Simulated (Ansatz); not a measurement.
**SiH2Me(vinyl) (C3H8Si): a spread of methods and bases**

How do the results and run time of SiH2Me(vinyl) (C3H8Si) respond when the settings are drawn wide?

Computed with Ansatz 0.2.0, Gaussian basis. Level: the settings change from run to run.

### 1 The geometry

An earlier r2SCAN-D4/def2-SVP relaxation fixed the geometry.

12 atoms, charge 0, spin multiplicity 1.

Atoms are counted from 1 here; the program's logs count them from 0.

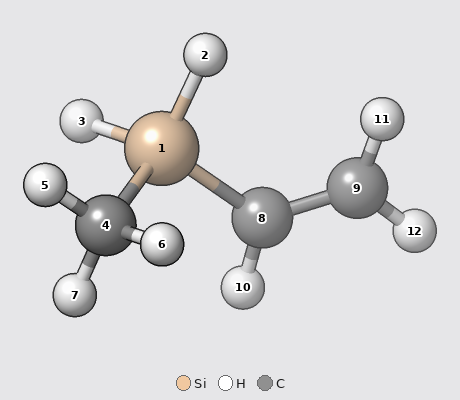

The geometry (silicon light orange, hydrogen white, carbon grey); atoms are numbered from 1 in the order of the file.

### 2 CCSD/def2-SVP

Options: a grid of angular degree 11, finite nuclei, relativity set to none, 1 DIIS vectors.

The input, in.yaml:

```yaml
crystal:
  periodic: [false, false, false]
  atoms:
    - {symbol: Si, position_ang: [0.750660, 0.316371, 0.303386]}
    - {symbol: H, position_ang: [0.623830, 0.309202, 1.794726]}
    - {symbol: H, position_ang: [2.205173, 0.232150, -0.047481]}
    - {symbol: C, position_ang: [0.045953, 1.908539, -0.409838]}
    - {symbol: H, position_ang: [0.593810, 2.787554, -0.034237]}
    - {symbol: H, position_ang: [-1.014847, 2.023829, -0.137006]}
    - {symbol: H, position_ang: [0.116573, 1.912649, -1.509369]}
    - {symbol: C, position_ang: [-0.143848, -1.187137, -0.364415]}
    - {symbol: C, position_ang: [-0.823620, -2.059652, 0.396400]}
    - {symbol: H, position_ang: [-0.121704, -1.368760, -1.449815]}
    - {symbol: H, position_ang: [-0.887317, -1.947405, 1.486463]}
    - {symbol: H, position_ang: [-1.344654, -2.927339, -0.028814]}
basis:
  gaussian: {orbitals: def2-SVP, final_grid: {core_spheres: 5, valence_spheres: 4, degree: 11}, nuclear_model: gaussian}
hamiltonian: {xc: {name: HF}, pseudopotentials: {relativity: none}}
correlation: {method: ccsd, diis_vectors: 1}
```

Launch:

```
> ansatz run in.yaml --threads 4 --pin off --events-out ev --progress --plain --max-ram 3916MiB
```

Log, cut to the lines that bear on the results:

```text
Functional definition: HF
  name "HF"
  cite "Fock, Z. Phys. 61, 126 (1930) doi:10.1007/BF01340294"
  parent pbe
[...]
1020 factors; integrals over basis functions are off by at most 1.3e-3 eV
[...]
mean field -11075.11374536 eV, -407.0029231604 hartree, gradient 2.7e-6 eV, S^2 0.000000; 0 other end points of the search recorded, 0 dependent functions left out; unrestricted orbitals would lower it
8 core orbitals not correlated: weight in the atoms' cores, before any rotation towards them, 1.000 or more for the frozen orbitals, at most 0.000 for the correlated occupied ones
reference -11075.11374536 eV, -407.0029231604 hartree; 12, 12 occupied and 80, 80 virtual orbitals, 1020 factors
second order -14.02208508 eV of doubles, -0.00000000 eV of singles
cycle   1  -15.08265464 eV  change    -1.1e0 eV  update   8.7e-2
[...]
cycle  13  -15.63627562 eV  change   -1.3e-5 eV  update   8.4e-6
Total energy: -11090.75002098 eV, -407.5775456907 hartree
```

Wall time 10 s (4 threads of Intel Xeon at 2.50GHz, shared host).

T1 0.010.

### 3 SPW92/def2-mTZVPP

Options: finite nuclei, the search for lower states set to off.

Changes to in.yaml since step 2:

```diff
@@ -16,4 +16,5 @@
 basis:
-  gaussian: {orbitals: def2-SVP, final_grid: {core_spheres: 5, valence_spheres: 4, degree: 11}, nuclear_model: gaussian}
-hamiltonian: {xc: {name: HF}, pseudopotentials: {relativity: none}}
-correlation: {method: ccsd, diis_vectors: 1}
+  gaussian: {orbitals: def2-mTZVPP, nuclear_model: gaussian}
+hamiltonian: {xc: {name: SPW92}}
+scf: {lower_state_search: off}
+output: {forces: true}
```

The command is unchanged.

Log, cut to the lines that bear on the results:

```text
Functional definition: SPW92
  name "SPW92"
  cite "Dirac, Proc. Camb. Phil. Soc. 26, 376 (1930) doi:10.1017/S0305004100016108"
  cite "Slater, Phys. Rev. 81, 385 (1951) doi:10.1103/PhysRev.81.385"
  cite "Perdew & Wang, Phys. Rev. B 45, 13244 (1992) doi:10.1103/PhysRevB.45.13244"
[...]
1260 factors; their error is unknown
[...]
mean field -11056.90390358 eV, -406.3337238178 hartree, gradient 6.2e-6 eV, S^2 0.000000; 0 other end points of the search recorded, 0 dependent functions left out
[...]
reference -11056.90394296 eV, -406.3337252650 hartree; 20, 20 occupied and 104, 104 virtual orbitals, 1260 factors
Total energy: -11056.90394296 eV, -406.3337252650 hartree
Atom 0 at     0.750660     0.316371     0.303386 Å, force    -0.252070    -0.008491    -0.209344 eV/Å
Atom 1 at     0.623830     0.309202     1.794726 Å, force    -0.020807    -0.028223     0.035076 eV/Å
[...]
Atom 4 at     0.593810     2.787554    -0.034237 Å, force     0.026029    -0.002922     0.019691 eV/Å
Atom 5 at    -1.014847     2.023829    -0.137006 Å, force    -0.019078    -0.012737     0.006673 eV/Å
Atom 6 at     0.116573     1.912649    -1.509369 Å, force     0.005986    -0.011996    -0.018811 eV/Å
Atom 7 at    -0.143848    -1.187137    -0.364415 Å, force    -0.169036    -0.154442     0.377806 eV/Å
Atom 8 at    -0.823620    -2.059652     0.396400 Å, force     0.299297     0.392883    -0.272615 eV/Å
Atom 9 at    -0.121704    -1.368760    -1.449815 Å, force     0.009849     0.018322    -0.012730 eV/Å
Atom 10 at    -0.887317    -1.947405     1.486463 Å, force     0.015676     0.035542     0.013831 eV/Å
Atom 11 at    -1.344654    -2.927339    -0.028814 Å, force     0.015950     0.012757    -0.018366 eV/Å
Dipole moment:    -0.111118     0.036264    -0.089582 e Å
Checks for a lower state left out: stability, starts, cluster_reference, orbital_swaps, neighbouring_geometries, increment
```

Run time: 3.1 s. Hardware: 4 threads of Intel Xeon at 2.50GHz, shared host.

Largest force 0.564 eV/Å, dipole 0.71 D.

### 4 r2SCAN50/def2-TZVP

Options: multiplicity 3, atoms shaken by 0.08 Å.

The input, in.yaml:

```yaml
crystal:
  periodic: [false, false, false]
  atoms:
    - {symbol: Si, position_ang: [0.720963, 0.314507, 0.380885]}
    - {symbol: H, position_ang: [0.550376, 0.447164, 1.871372]}
    - {symbol: H, position_ang: [2.002086, 0.102719, -0.140562]}
    - {symbol: C, position_ang: [0.119790, 1.989042, -0.482526]}
    - {symbol: H, position_ang: [0.679820, 2.805259, -0.159226]}
    - {symbol: H, position_ang: [-0.866765, 1.919860, -0.163334]}
    - {symbol: H, position_ang: [0.255658, 1.807725, -1.510028]}
    - {symbol: C, position_ang: [-0.166067, -1.322719, -0.428462]}
    - {symbol: C, position_ang: [-0.733875, -2.072243, 0.265779]}
    - {symbol: H, position_ang: [-0.114575, -1.460887, -1.360878]}
    - {symbol: H, position_ang: [-0.893168, -1.881017, 1.395235]}
    - {symbol: H, position_ang: [-1.405475, -2.856999, -0.081760]}
basis:
  gaussian: {orbitals: def2-TZVP}
magnetization: {spin_polarized: true, initial_magnetization: 2}
hamiltonian: {xc: {name: r2SCAN50}}
scf: {omitted_lower_state_checks: [starts]}
output: {forces: true}
```

Same command.

Log, cut to the lines that bear on the results:

```text
Functional definition: r2SCAN50
  name "r2SCAN50"
  cite "Bursch, Neugebauer, Ehlert & Grimme, J. Chem. Phys. 156, 134105 (2022) doi:10.1063/5.0086040"
  cite "Furness, Kaplan, Ning, Perdew & Sun, J. Phys. Chem. Lett. 11, 8208 (2020) doi:10.1021/acs.jpclett.0c02405"
  cite "Furness, Kaplan, Ning, Perdew & Sun, J. Phys. Chem. Lett. 11, 9248 (2020) doi:10.1021/acs.jpclett.0c03077"
  parent r2scan
[...]
1293 factors; their error is unknown
[...]
mean field -11108.68458117 eV, -408.2366286213 hartree, gradient 2.0e-6 eV, S^2 2.011166; 0 other end points of the search recorded, 0 dependent functions left out
[...]
reference -11108.68459028 eV, -408.2366289560 hartree; 21, 19 occupied and 157, 159 virtual orbitals, 1293 factors
Total energy: -11108.68459028 eV, -408.2366289560 hartree
Atom 0 at     0.720963     0.314507     0.380885 Å, force    -2.997343     0.463867    -2.163578 eV/Å
[...]
Atom 3 at     0.119790     1.989042    -0.482526 Å, force     1.403337    -3.277570     1.289845 eV/Å
Atom 4 at     0.679820     2.805259    -0.159226 Å, force     0.472481     1.374587     0.578133 eV/Å
Atom 5 at    -0.866765     1.919860    -0.163334 Å, force    -1.813125     0.862584     0.076693 eV/Å
Atom 6 at     0.255658     1.807725    -1.510028 Å, force    -0.166701     0.000126    -1.128615 eV/Å
Atom 7 at    -0.166067    -1.322719    -0.428462 Å, force    12.636653    19.330349    -7.026583 eV/Å
Atom 8 at    -0.733875    -2.072243     0.265779 Å, force   -13.147322   -16.956029    17.978483 eV/Å
Atom 9 at    -0.114575    -1.460887    -1.360878 Å, force     1.431228    -0.753843    -7.092654 eV/Å
Atom 10 at    -0.893168    -1.881017     1.395235 Å, force     0.684662    -1.004399    -1.928676 eV/Å
Atom 11 at    -1.405475    -2.856999    -0.081760 Å, force    -0.542378     0.757162     0.006275 eV/Å
Dipole moment:    -0.014240     0.034660    -0.008187 e Å
Checks for a lower state left out: starts
```

Wall time 43 s (4 threads of Intel Xeon at 2.50GHz, shared host); peak memory 0.75 GiB.

Largest force 27.993 eV/Å, dipole 0.18 D, ⟨S²⟩ 2.011.

### 5 revPBE/6-31G

This run has high accuracy.

The input, in.yaml:

```yaml
crystal:
  periodic: [false, false, false]
  atoms:
    - {symbol: Si, position_ang: [0.750660, 0.316371, 0.303386]}
    - {symbol: H, position_ang: [0.623830, 0.309202, 1.794726]}
    - {symbol: H, position_ang: [2.205173, 0.232150, -0.047481]}
    - {symbol: C, position_ang: [0.045953, 1.908539, -0.409838]}
    - {symbol: H, position_ang: [0.593810, 2.787554, -0.034237]}
    - {symbol: H, position_ang: [-1.014847, 2.023829, -0.137006]}
    - {symbol: H, position_ang: [0.116573, 1.912649, -1.509369]}
    - {symbol: C, position_ang: [-0.143848, -1.187137, -0.364415]}
    - {symbol: C, position_ang: [-0.823620, -2.059652, 0.396400]}
    - {symbol: H, position_ang: [-0.121704, -1.368760, -1.449815]}
    - {symbol: H, position_ang: [-0.887317, -1.947405, 1.486463]}
    - {symbol: H, position_ang: [-1.344654, -2.927339, -0.028814]}
basis:
  gaussian: {orbitals: 6-31G}
hamiltonian: {xc: {name: revPBE}}
accuracy: high
output: {forces: true}
```

Launched as before.

Log, cut to the lines that bear on the results:

```text
Functional definition: revPBE
  name "revPBE"
  cite "Zhang & Yang, Phys. Rev. Lett. 80, 890 (1998) doi:10.1103/PhysRevLett.80.890"
  cite "Perdew, Burke & Ernzerhof, Phys. Rev. Lett. 77, 3865 (1996) doi:10.1103/PhysRevLett.77.3865"
[...]
1511 factors; integrals over basis functions are off by at most 4.6e-9 eV
[...]
mean field -11114.11668106 eV, -408.4362546101 hartree, gradient 4.2e-8 eV, S^2 0.000000; 0 other end points of the search recorded, 0 dependent functions left out
[...]
reference -11114.11668502 eV, -408.4362547555 hartree; 20, 20 occupied and 36, 36 virtual orbitals, 1511 factors
Total energy: -11114.11668502 eV, -408.4362547555 hartree
Atom 0 at     0.750660     0.316371     0.303386 Å, force     0.308320    -0.103330     0.192338 eV/Å
Atom 1 at     0.623830     0.309202     1.794726 Å, force    -0.014551    -0.004584     0.386618 eV/Å
Atom 2 at     2.205173     0.232150    -0.047481 Å, force     0.400949    -0.015194    -0.065038 eV/Å
Atom 3 at     0.045953     1.908539    -0.409838 Å, force    -0.271706     0.699972    -0.275594 eV/Å
Atom 4 at     0.593810     2.787554    -0.034237 Å, force     0.027383     0.064077     0.023970 eV/Å
Atom 5 at    -1.014847     2.023829    -0.137006 Å, force    -0.068852     0.022691     0.009815 eV/Å
Atom 6 at     0.116573     1.912649    -1.509369 Å, force    -0.002327     0.011008    -0.077967 eV/Å
Atom 7 at    -0.143848    -1.187137    -0.364415 Å, force    -0.023873    -0.215968    -0.628676 eV/Å
Atom 8 at    -0.823620    -2.059652     0.396400 Å, force    -0.354187    -0.462783     0.433810 eV/Å
Atom 9 at    -0.121704    -1.368760    -1.449815 Å, force     0.048186     0.067617    -0.031602 eV/Å
Atom 10 at    -0.887317    -1.947405     1.486463 Å, force    -0.038275    -0.054690    -0.009994 eV/Å
Atom 11 at    -1.344654    -2.927339    -0.028814 Å, force    -0.011066    -0.008816     0.042320 eV/Å
Dipole moment:    -0.128036     0.028398    -0.097765 e Å
```

Run time: 7.5 s. Hardware: 4 threads of Intel Xeon at 2.50GHz, shared host.

Largest force 0.800 eV/Å, dipole 0.79 D.

### 6 All runs side by side

```csv
level,charge,multiplicity,geometry,functions,energy (eV),time
CCSD/def2-SVP,0,1,relaxed,100,-11090.750,10 s
SPW92/def2-mTZVPP,0,1,relaxed,124,-11056.904,3.1 s
r2SCAN50/def2-TZVP,0,3,shaken,178,-11108.685,43 s
revPBE/6-31G,0,1,relaxed,56,-11114.117,7.5 s
```

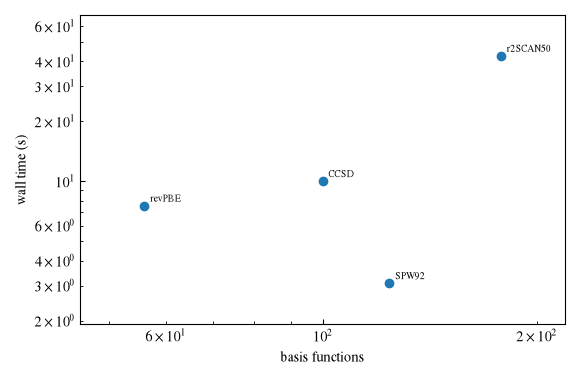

Wall time against the number of basis functions (shared host).

### 7 Results

| quantity | value |
| --- | --- |
| runs | 4 |
| quickest | SPW92/def2-mTZVPP, 3.1 s |
| slowest | r2SCAN50/def2-TZVP, 43 s |
| spread of total energies, same state and geometry | 57.2 eV |
| dipole, same state and geometry | 0.71 to 0.79 D |

In words: Run time spans a factor of 14, from SPW92/def2-mTZVPP to r2SCAN50/def2-TZVP. The jobs differ in tasks and options as well as level. The totals spread over 57 eV; they can't be compared across methods or bases. At the r2SCAN-D4/def2-SVP geometry and in the same state, runs without warnings or point charges leave forces up to 0.80 eV/Å (revPBE/6-31G).
